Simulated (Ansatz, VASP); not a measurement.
# Cross-check of FeAs (Westerveldite) between VASP and Ansatz

Wanted: the spread between two codes on one cell, functional and k mesh. The cell comes out of earlier VASP steps on this material, which relaxed, scaled or displaced it; both programs get it as it stands.

Program: Ansatz 0.2.0. Level of theory: plane waves, with VASP 6.6.1 beside it; zone-centre phonons at PBEsol, DFT+U. Results are calculated unless marked as measured.

**1. The starting structure**

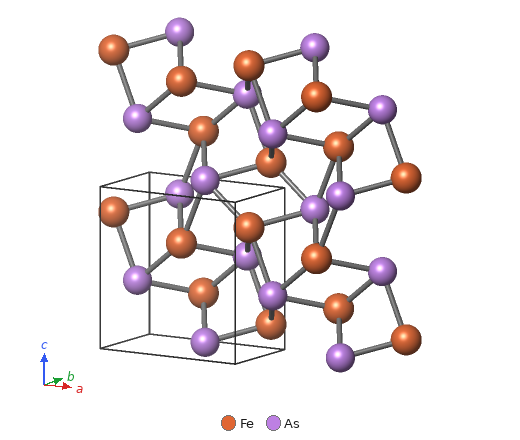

Start, viewed from a free direction; iron orange, arsenic purple. 2×1×2 cells are drawn.

Coordinates:

```
Fe As
1.0
     5.78578    0.00000    0.00000
     0.00000    3.37692    0.00000
     0.00000    0.00000    5.97109
Fe As
4 4
Cartesian
  5.7279 2.5327 1.0614
  0.0579 0.8442 4.9097
  2.9508 0.8442 4.0470
  2.8350 2.5327 1.9241
  4.7103 2.5327 3.4780
  1.0755 0.8442 2.4931
  3.9684 0.8442 0.4924
  1.8174 2.5327 5.4787
```

**2. VASP: zone-centre phonons, PBEsol, DFT+U**

Second derivatives magnify differences that forces hide, and they need a tight electronic threshold.

Lines of VASP's logs that name or quote its potential files are left out, and so is its time.

Input file INCAR:

```
SYSTEM = FeAs
PREC = Accurate
ENCUT = 400
EDIFF = 1E-08
NELM = 100
ISMEAR = 1
SIGMA = 0.2
LREAL = .FALSE.
ALGO = Normal
GGA = PS
NBANDS = 45
ISPIN = 2
MAGMOM = 2.728 2.728 2.728 2.728 -0.107 -0.107 -0.107 -0.107
LDAU = .TRUE.
LDAUTYPE = 2
LDAUL = 2 -1
LDAUU = 3 0
LDAUJ = 0 0
LDAUPRINT = 1
LASPH = .TRUE.
LMAXMIX = 4
LORBIT = 11
LWAVE = .FALSE.
LCHARG = .FALSE.
KPAR = 4
IBRION = 6
NFREE = 2
POTIM = 0.015
ISIF = 2
NSW = 1
```

Input file POSCAR:

```
FeAs
1.0
    5.7857844362      0.0000000000      0.0000000000
    0.0000000000      3.3769213694      0.0000000000
    0.0000000000      0.0000000000      5.9710901298
Fe As
4 4
Direct
    0.9899898617      0.7500000000      0.1777621691
    0.0100101383      0.2500000000      0.8222378309
    0.5100101383      0.2500000000      0.6777621691
    0.4899898617      0.7500000000      0.3222378309
    0.8141077932      0.7500000000      0.5824691425
    0.1858922068      0.2500000000      0.4175308575
    0.6858922068      0.2500000000      0.0824691425
    0.3141077932      0.7500000000      0.9175308575
```

Input file KPOINTS:

```
Automatic mesh
0
Gamma
5 9 5
0 0 0
```

The projector-augmented-wave data sets are Fe and As (PBE family, release 64).

On the command line:

```bash
$ mpirun -np 4 vasp_std
```

Numbers of over 12 decimals in the logs are rounded to 6 here.

The log of the run:

```text
[banner, memory and clock lines left out]
running    4 mpi-ranks, on    1 nodes
 distrk:  each k-point on    1 cores,    4 groups
 distr:  one band on    1 cores,    1 groups

 POSCAR found type information on POSCAR FeAs
 POSCAR found :  2 types and       8 ions
|                                                                             |
|               ----> ADVICE to this user running VASP <----                  |
|                                                                             |
|     You enforced a specific xc type in the INCAR file but a different       |
|     [... a line on the potential file left out ...]
|     I HOPE YOU KNOW WHAT YOU ARE DOING!                                     |
|                                                                             |

 LDA part: xc-table for (Slater+PW92), standard interpolation
 POSCAR, INCAR and KPOINTS ok, starting setup
 FFT: planning ... GRIDC
 FFT: planning ... GRID_SOFT
 FFT: planning ... GRID
 WAVECAR not read
 entering main loop
       N       E                     dE             d eps       ncg     rms          rms(c)
DAV:   1     0.354263391542E+03    0.35426E+03   -0.17367E+04  8100   0.991E+02
DAV:   2    -0.188547623818E+02   -0.37312E+03   -0.34863E+03  8135   0.269E+02
DAV:   3    -0.506521157362E+02   -0.31797E+02   -0.29539E+02  9453   0.927E+01
DAV:   4    -0.517329320676E+02   -0.10808E+01   -0.10686E+01  9982   0.165E+01
DAV:   5    -0.517542653662E+02   -0.21333E-01   -0.21314E-01  9609   0.211E+00    0.272E+01
DAV:   6    -0.551182135628E+02   -0.33639E+01   -0.57899E+01 10120   0.101E+02    0.346E+01
DAV:   7    -0.469163009956E+02    0.82019E+01   -0.21695E+01  9609   0.677E+01    0.859E+00
DAV:   8    -0.473549582208E+02   -0.43866E+00   -0.22873E+00 10852   0.713E+00    0.573E+00
DAV:   9    -0.473180226528E+02    0.36936E-01   -0.38195E-01 10227   0.673E+00    0.202E+00
DAV:  10    -0.473374176753E+02   -0.19395E-01   -0.11571E-01 11011   0.220E+00    0.973E-01
DAV:  11    -0.473561298912E+02   -0.18712E-01   -0.56391E-02 10340   0.178E+00    0.550E-01
DAV:  12    -0.473621573410E+02   -0.60274E-02   -0.11498E-02 10957   0.690E-01    0.352E-01
DAV:  13    -0.473657019975E+02   -0.35447E-02   -0.10861E-02 12014   0.595E-01    0.191E-01
DAV:  14    -0.473662670575E+02   -0.56506E-03   -0.19766E-03 10049   0.302E-01    0.786E-02
[...]
DAV:  18    -0.473666604610E+02   -0.32947E-04   -0.88579E-05 11210   0.424E-02    0.144E-02
DAV:  19    -0.473666789035E+02   -0.18443E-04   -0.82368E-05 12274   0.380E-02    0.830E-03
DAV:  20    -0.473666853801E+02   -0.64765E-05   -0.32944E-05 11796   0.256E-02    0.556E-03
DAV:  21    -0.473666873663E+02   -0.19863E-05   -0.51858E-06 11132   0.127E-02    0.305E-03
DAV:  22    -0.473666879180E+02   -0.55164E-06   -0.23667E-06 12406   0.878E-03    0.147E-03
DAV:  23    -0.473666880267E+02   -0.10869E-06   -0.52884E-07 10256   0.381E-03    0.894E-04
DAV:  24    -0.473666880457E+02   -0.19083E-07   -0.14926E-07  7667   0.192E-03    0.381E-04
DAV:  25    -0.473666880518E+02   -0.60363E-08   -0.33799E-08  6349   0.114E-03
   1 F= -.47366688E+02 E0= -.47364396E+02  d E =-.687572E-02  mag=    10.1398
[...]
10 F= -.47366002E+02 E0= -.47363795E+02  d E =-.661835E-02  mag=    10.1418
[...]
11 F= -.47366002E+02 E0= -.47363795E+02  d E =-.661868E-02  mag=    10.1418
[...]
12 F= -.47365789E+02 E0= -.47363581E+02  d E =-.662217E-02  mag=    10.1341
 Finite differences progress:
  Degree of freedom:   6/  6
  Displacement:        1/  2
  Total:              11/ 12
 bond charge predicted
       N       E                     dE             d eps       ncg     rms          rms(c)
DAV:   1    -0.473644860932E+02    0.13026E-02   -0.27146E-01 11875   0.183E+00    0.266E-01
DAV:   2    -0.473674115150E+02   -0.29254E-02   -0.20894E-02 16831   0.217E+00    0.580E-01
DAV:   3    -0.473659005920E+02    0.15109E-02   -0.70962E-03 15007   0.155E+00    0.127E-01
DAV:   4    -0.473659332144E+02   -0.32622E-04   -0.52664E-04 17716   0.366E-01    0.901E-02
DAV:   5    -0.473659245098E+02    0.87047E-05   -0.24402E-04 15736   0.303E-01    0.663E-02
DAV:   6    -0.473659231756E+02    0.13342E-05   -0.73622E-05 16818   0.140E-01    0.224E-02
DAV:   7    -0.473659347683E+02   -0.11593E-04   -0.31066E-05 15894   0.491E-02    0.167E-02
DAV:   8    -0.473659379219E+02   -0.31536E-05   -0.10707E-05 14769   0.496E-02    0.141E-02
DAV:   9    -0.473659393245E+02   -0.14026E-05   -0.50041E-06 14696   0.376E-02    0.872E-03
DAV:  10    -0.473659416521E+02   -0.23276E-05   -0.42400E-06 17158   0.181E-02    0.560E-03
DAV:  11    -0.473659431709E+02   -0.15188E-05   -0.40319E-06 17848   0.138E-02    0.255E-03
DAV:  12    -0.473659435776E+02   -0.40669E-06   -0.11791E-06 15132   0.563E-03    0.184E-03
DAV:  13    -0.473659437702E+02   -0.19252E-06   -0.52352E-07 15068   0.424E-03    0.118E-03
DAV:  14    -0.473659438459E+02   -0.75779E-07   -0.28392E-07 13853   0.354E-03    0.634E-04
DAV:  15    -0.473659438745E+02   -0.28576E-07   -0.12123E-07 11466   0.170E-03    0.415E-04
DAV:  16    -0.473659438855E+02   -0.10971E-07   -0.33906E-08  8218   0.892E-04    0.283E-04
DAV:  17    -0.473659438903E+02   -0.48226E-08   -0.22792E-08  7601   0.822E-04
  13 F= -.47365944E+02 E0= -.47363570E+02  d E =-.712042E-02  mag=    10.1458
 Finite differences progress:
  Degree of freedom:   6/  6
  Displacement:        2/  2
  Total:              12/ 12
```

OUTCAR, selected parts (step 2):

```text
ion  position               nearest neighbor table
   1  0.990  0.750  0.178-   8 2.44   6 2.49   6 2.49   7 2.50   7 2.50   5 2.62   2 2.71   2 2.71
                             4 3.02   4 3.02
   2  0.010  0.250  0.822-   7 2.44   5 2.49   5 2.49   8 2.50   8 2.50   6 2.62   1 2.71   1 2.71
                             3 3.02   3 3.02
   3  0.510  0.250  0.678-   6 2.44   8 2.49   8 2.49   5 2.50   5 2.50   7 2.62   4 2.71   4 2.71
                             2 3.02   2 3.02
   4  0.490  0.750  0.322-   5 2.44   7 2.49   7 2.49   6 2.50   6 2.50   8 2.62   3 2.71   3 2.71
                             1 3.02   1 3.02
   5  0.814  0.750  0.582-   4 2.44   2 2.49   2 2.49   3 2.50   3 2.50   1 2.62   6 2.91   6 2.91

  LATTYP: Found a simple orthorhombic cell.
 ALAT       =     3.3769213694
 B/A-ratio  =     1.7133311094
 C/A-ratio  =     1.7682052605

 Subroutine GETGRP returns: Found  8 space group operations
 (whereof  2 operations were pure point group operations)

The static configuration has the point symmetry S_2 .
 The point group associated with its full space group is D_2h.

 Found     45 irreducible k-points:

   k-points           NKPTS =     45   k-points in BZ     NKDIM =     45   number of bands    NBANDS=     45

   dimension x,y,z NGX =    40 NGY =   24 NGZ =   40
   dimension x,y,z NGXF=    80 NGYF=   48 NGZF=   80

   ENCUT  =  400.0 eV  29.40 Ry    5.42 a.u.   9.44  5.51  9.74*2*pi/ulx,y,z

   NELECT =      52.0000    total number of electrons

 k-points in reciprocal lattice and weights: Automatic mesh
   0.00000000  0.00000000  0.00000000       0.004
   0.20000000  0.00000000  0.00000000       0.009
   0.40000000  0.00000000  0.00000000       0.009
   0.00000000  0.11111111  0.00000000       0.009
   0.20000000  0.11111111  0.00000000       0.018
   0.40000000  0.11111111  0.00000000       0.018
   0.00000000  0.22222222  0.00000000       0.009
   0.20000000  0.22222222  0.00000000       0.018
   0.40000000  0.22222222  0.00000000       0.018
[...]
0.20000000  0.44444444  0.40000000       0.036
   0.40000000  0.44444444  0.40000000       0.036

atom =   1  type =  1  l = 2

 onsite density matrix

spin component  1

  0.8757 -0.0089  0.0000  0.0000 -0.0000
 -0.0089  0.8993  0.0000  0.0000  0.0000
  0.0000  0.0000  0.9205  0.0136 -0.0017
  0.0000  0.0000  0.0136  0.9035  0.0119
 -0.0000  0.0000 -0.0017  0.0119  0.9300

spin component  2

  0.5902 -0.1523 -0.0000 -0.0000  0.0000
 -0.1523  0.5513 -0.0000 -0.0000 -0.0000
 -0.0000 -0.0000  0.2338 -0.0090 -0.0671
 -0.0000 -0.0000 -0.0090  0.2386  0.0121
  0.0000 -0.0000 -0.0671  0.0121  0.2102

 occupancies and eigenvectors

  o =  0.1538  v =  0.0000  0.0000  0.0000  0.0000  0.0000 -0.0000 -0.0000 -0.6388  0.0425 -0.7682      0.0000  0.0000  0.0000  0.0000  0.0000  0.0000  0.0000  0.0000  0.0000  0.0000
  o =  0.2348  v =  0.0000  0.0000  0.0000  0.0000  0.0000 -0.0000 -0.0000 -0.2236 -0.9656  0.1325      0.0000  0.0000  0.0000  0.0000  0.0000  0.0000  0.0000  0.0000  0.0000  0.0000
  o =  0.2940  v =  0.0000  0.0000  0.0000  0.0000  0.0000 -0.0000 -0.0000 -0.7362  0.2564  0.6264      0.0000  0.0000  0.0000  0.0000  0.0000  0.0000  0.0000  0.0000  0.0000  0.0000
[...]
Eigenvectors and eigenvalues of the dynamical matrix
 ----------------------------------------------------

   1 f  =    7.722566 THz    48.522313 2PiTHz  257.597073 cm-1    31.937952 meV
             X         Y         Z           dx          dy          dz
      5.727868  2.532691  1.061434    -0.256935    0.000000    0.259495
      0.057917  0.844230  4.909656    -0.256935   -0.000000    0.259495
      2.950809  0.844230  4.046979     0.256935    0.000000    0.259495
      2.834976  2.532691  1.924111     0.256935   -0.000000    0.259495
      4.710252  2.532691  3.477976    -0.257853    0.000000   -0.223961
      1.075532  0.844230  2.493114    -0.257853    0.000000   -0.223961
      3.968424  0.844230  0.492431     0.257853    0.000000   -0.223961
      1.817360  2.532691  5.478659     0.257853   -0.000000   -0.223961

   2 f  =    7.538343 THz    47.364805 2PiTHz  251.452051 cm-1    31.176067 meV
             X         Y         Z           dx          dy          dz
      5.727868  2.532691  1.061434     0.379303    0.000000   -0.108965
      0.057917  0.844230  4.909656    -0.379303   -0.000000    0.108965
      2.950809  0.844230  4.046979     0.379303    0.000000    0.108965
      2.834976  2.532691  1.924111    -0.379303   -0.000000   -0.108965
      4.710252  2.532691  3.477976     0.082444   -0.000000    0.295735
      1.075532  0.844230  2.493114    -0.082444   -0.000000   -0.295735
      3.968424  0.844230  0.492431     0.082444    0.000000   -0.295735
      1.817360  2.532691  5.478659    -0.082444   -0.000000    0.295735

   3 f  =    7.469820 THz    46.934262 2PiTHz  249.166367 cm-1    30.892678 meV
             X         Y         Z           dx          dy          dz
      5.727868  2.532691  1.061434     0.037273   -0.000000    0.372287
      0.057917  0.844230  4.909656    -0.037273    0.000000   -0.372287
      2.950809  0.844230  4.046979    -0.037273   -0.000000    0.372287
      2.834976  2.532691  1.924111     0.037273   -0.000000   -0.372287
      4.710252  2.532691  3.477976     0.323318   -0.000000    0.074018
      1.075532  0.844230  2.493114    -0.323318    0.000000   -0.074018
      3.968424  0.844230  0.492431    -0.323318   -0.000000    0.074018
      1.817360  2.532691  5.478659     0.323318   -0.000000   -0.074018

   4 f  =    7.248908 THz    45.546235 2PiTHz  241.797559 cm-1    29.979063 meV
             X         Y         Z           dx          dy          dz
      5.727868  2.532691  1.061434     0.359576   -0.000000    0.019611
      0.057917  0.844230  4.909656     0.359576    0.000000    0.019611
      2.950809  0.844230  4.046979     0.359576   -0.000000   -0.019611
      2.834976  2.532691  1.924111     0.359576   -0.000000   -0.019611
      4.710252  2.532691  3.477976    -0.310495    0.000000   -0.154639
      1.075532  0.844230  2.493114    -0.310495   -0.000000   -0.154639
      3.968424  0.844230  0.492431    -0.310495    0.000000    0.154639
      1.817360  2.532691  5.478659    -0.310495   -0.000000    0.154639

   5 f  =    6.584019 THz    41.368610 2PiTHz  219.619227 cm-1    27.229302 meV
             X         Y         Z           dx          dy          dz
      5.727868  2.532691  1.061434    -0.118836    0.000000   -0.453234
      0.057917  0.844230  4.909656     0.118836    0.000000    0.453234
      2.950809  0.844230  4.046979    -0.118836    0.000000    0.453234
      2.834976  2.532691  1.924111     0.118836    0.000000   -0.453234
      4.710252  2.532691  3.477976     0.163793    0.000000   -0.060242
      1.075532  0.844230  2.493114    -0.163793    0.000000    0.060242
      3.968424  0.844230  0.492431     0.163793   -0.000000    0.060242
      1.817360  2.532691  5.478659    -0.163793   -0.000000   -0.060242

   6 f  =    6.525527 THz    41.001092 2PiTHz  217.668134 cm-1    26.987397 meV
             X         Y         Z           dx          dy          dz
      5.727868  2.532691  1.061434     0.355909    0.000000    0.255773
      0.057917  0.844230  4.909656     0.355909    0.000000    0.255773
      2.950809  0.844230  4.046979    -0.355909    0.000000    0.255773
      2.834976  2.532691  1.924111    -0.355909    0.000000    0.255773
      4.710252  2.532691  3.477976     0.094852   -0.000000   -0.221161
      1.075532  0.844230  2.493114     0.094852   -0.000000   -0.221161
      3.968424  0.844230  0.492431    -0.094852   -0.000000   -0.221161
      1.817360  2.532691  5.478659    -0.094852   -0.000000   -0.221161

   7 f  =    6.451106 THz    40.533495 2PiTHz  215.185735 cm-1    26.679619 meV
             X         Y         Z           dx          dy          dz
      5.727868  2.532691  1.061434    -0.000000   -0.378642    0.000000
      0.057917  0.844230  4.909656     0.000000   -0.378642    0.000000
      2.950809  0.844230  4.046979    -0.000000   -0.378642    0.000000
      2.834976  2.532691  1.924111    -0.000000   -0.378642   -0.000000
      4.710252  2.532691  3.477976     0.000000    0.326543   -0.000000
      1.075532  0.844230  2.493114    -0.000000    0.326543    0.000000
      3.968424  0.844230  0.492431     0.000000    0.326543   -0.000000
      1.817360  2.532691  5.478659    -0.000000    0.326543   -0.000000

   8 f  =    5.874745 THz    36.912110 2PiTHz  195.960395 cm-1    24.295982 meV
             X         Y         Z           dx          dy          dz
      5.727868  2.532691  1.061434     0.454822   -0.000000   -0.090791
      0.057917  0.844230  4.909656    -0.454822   -0.000000    0.090791
      2.950809  0.844230  4.046979    -0.454822   -0.000000   -0.090791
      2.834976  2.532691  1.924111     0.454822   -0.000000    0.090791
      4.710252  2.532691  3.477976     0.089630    0.000000   -0.163892
      1.075532  0.844230  2.493114    -0.089630    0.000000    0.163892
      3.968424  0.844230  0.492431    -0.089630   -0.000000   -0.163892
      1.817360  2.532691  5.478659     0.089630   -0.000000    0.163892

   9 f  =    5.119254 THz    32.165218 2PiTHz  170.759916 cm-1    21.171522 meV
             X         Y         Z           dx          dy          dz
      5.727868  2.532691  1.061434    -0.000000    0.498430    0.000000
      0.057917  0.844230  4.909656     0.000000    0.498430    0.000000
      2.950809  0.844230  4.046979    -0.000000   -0.498430   -0.000000
      2.834976  2.532691  1.924111     0.000000   -0.498430   -0.000000
      4.710252  2.532691  3.477976     0.000000   -0.039598    0.000000
      1.075532  0.844230  2.493114    -0.000000   -0.039598   -0.000000
      3.968424  0.844230  0.492431     0.000000    0.039598   -0.000000
      1.817360  2.532691  5.478659    -0.000000    0.039598    0.000000

  10 f  =    5.087906 THz    31.968254 2PiTHz  169.714264 cm-1    21.041877 meV
             X         Y         Z           dx          dy          dz
      5.727868  2.532691  1.061434     0.000000   -0.473843   -0.000000
      0.057917  0.844230  4.909656    -0.000000    0.473843    0.000000
      2.950809  0.844230  4.046979     0.000000   -0.473843    0.000000
      2.834976  2.532691  1.924111    -0.000000    0.473843   -0.000000
      4.710252  2.532691  3.477976    -0.000000   -0.159601   -0.000000
      1.075532  0.844230  2.493114     0.000000    0.159601    0.000000
      3.968424  0.844230  0.492431    -0.000000   -0.159601    0.000000
      1.817360  2.532691  5.478659     0.000000    0.159601   -0.000000

  11 f  =    5.081389 THz    31.927310 2PiTHz  169.496899 cm-1    21.014928 meV
             X         Y         Z           dx          dy          dz
      5.727868  2.532691  1.061434    -0.102862   -0.000000    0.179642
      0.057917  0.844230  4.909656     0.102862    0.000000   -0.179642
      2.950809  0.844230  4.046979    -0.102862   -0.000000   -0.179642
      2.834976  2.532691  1.924111     0.102862    0.000000    0.179642
    [... 144 further lines ...]
      1.075532  0.844230  2.493114    -0.000176    0.000000    0.378430
      3.968424  0.844230  0.492431     0.000176    0.000000    0.378430
      1.817360  2.532691  5.478659     0.000176    0.000000    0.378430

 ELASTIC MODULI CONTR FROM IONIC RELAXATION (kBar)
 Direction    XX          YY          ZZ          XY          YZ          ZX
 --------------------------------------------------------------------------------
 XX         -83.6259     33.6239     -5.7049      0.0000      0.0000     -0.0000
 YY          33.6239   -125.3930     86.8653      0.0000     -0.0000     -0.0000
 ZZ          -5.7049     86.8653   -103.1527     -0.0000      0.0000      0.0000
 XY           0.0000      0.0000     -0.0000   -496.7525     -0.0000     -0.0000
 YZ           0.0000     -0.0000      0.0000     -0.0000   -116.6626      0.0000
 ZX          -0.0000     -0.0000      0.0000     -0.0000      0.0000    -93.6648
 --------------------------------------------------------------------------------

 total charge
# of ion       s       p       d       tot
------------------------------------------
    1        0.386   0.472   6.323   7.181
    2        0.386   0.472   6.323   7.181
    3        0.386   0.472   6.323   7.181
    4        0.386   0.472   6.323   7.181
    5        1.249   1.480   0.074   2.802
    6        1.249   1.480   0.074   2.802
    7        1.249   1.480   0.074   2.802
    8        1.249   1.480   0.074   2.802
--------------------------------------------------
tot          6.541   7.806  25.586  39.932

 magnetization (x)
# of ion       s       p       d       tot
------------------------------------------
    1        0.020   0.005   2.711   2.736
    2        0.020   0.005   2.711   2.736
    3        0.020   0.005   2.711   2.736
    4        0.020   0.005   2.711   2.736
    5        0.027  -0.126  -0.004  -0.103
    6        0.027  -0.126  -0.004  -0.103
    7        0.027  -0.126  -0.004  -0.103
    8        0.027  -0.126  -0.004  -0.103
--------------------------------------------------
tot          0.186  -0.482  10.827  10.531
```

CONTCAR:

```
FeAs
   1.00000000000000
     5.7857844362000002    0.0000000000000000    0.0000000000000000
     0.0000000000000000    3.3769213694000002    0.0000000000000000
     0.0000000000000000    0.0000000000000000    5.9710901298000003
  Fe              As
     4     4
Direct
     0.9899898617000034    0.7500000000000000    0.1777621690999993
     0.0100101382999966    0.2500000000000000    0.8222378309000007
     0.5100101382999966    0.2500000000000000    0.6777621690999993
     0.4899898617000034    0.7500000000000000    0.3222378309000007
     0.8141077932000016    0.7499999999999999    0.5799570383994231
     0.1858922067999984    0.2500000000000000    0.4175308574999974
     0.6858922067999984    0.2500000000000000    0.0824691425000026
     0.3141077932000016    0.7500000000000000    0.9175308574999974
```

A U on the itinerant d states of such a compound is hard to justify; it moves the bands at the Fermi level.

[end of part 1 of 2]

[Lines on the potential files, build, host, timing and source positions are cut from VASP's logs without a mark.]

[Logs are printed without paths, hosts, clocks, repeated set-up lines and the standing remarks that a program may print on its own settings, such as how far it seeks lower states.]

[Hosts, paths, dates, database ids (printed as entryN), source tags and the programs' standing remarks are cut or masked in the printed files.]
